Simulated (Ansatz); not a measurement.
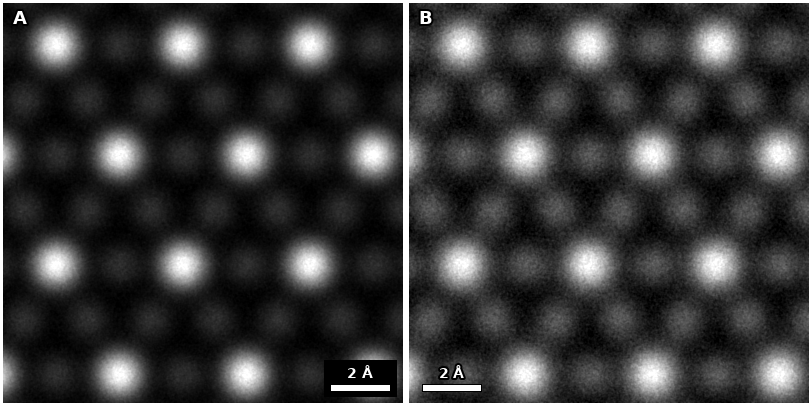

Two simulated images of the same area of Li$_{4}$BeNbP$_{3}$ (P-43m, No. 215) along [111], with a probe of 1.30 Å. One is incoherent Z contrast (Z^1.6 per atom), the other the projected potential of neutral atoms blurred by the probe (iDPC-like, thin sample). Brightness is counted from the darkest point of the image. Shot noise was added. Structure used: the geometry relaxed with DFT PBE, scalar-relativistic, plane waves, PAW (Ansatz 0.2.0); the starting structure was generated, so it need not be a known form of this composition.

Q: Which panel is which, and how can one tell?

A is the Z-contrast image and B the potential image. The columns of 1 P + 1 Li per repeat reach about 17 % of the brightest peak (1 Nb + 1 Be + 1 Li) in A but about 33 % in B, mainly since the potential grows much more slowly with atomic number.
